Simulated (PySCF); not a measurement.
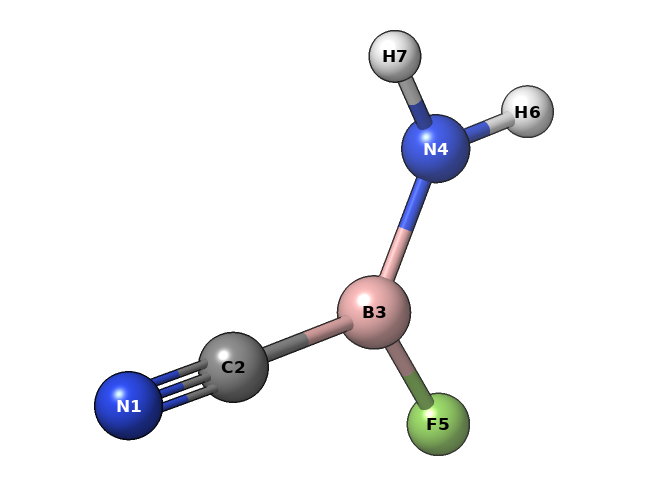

The geometry was computed by an optimisation with GFN2-xTB. No frequency run is at hand to confirm it as a minimum. Method: delta-SCF UKS SCAN, pcX-2 on the ionised atom, pcseg-1 elsewhere, spin-free X2C (PySCF 2.14.0).

Give the core-electron binding energies (to vacuum) of N1 1s, C2 1s, B3 1s, N4 1s, F5 1s.

```
atom  level  binding energy (eV)
  N1     1s                405.7
  C2     1s                292.3
  B3     1s                199.0
  N4     1s                406.4
  F5     1s                693.5
```

The geometry is semi-empirical. Around B such bond lengths and angles can be off by a tenth of an ångström or more and by several degrees, and values that hang on the shape move with them.
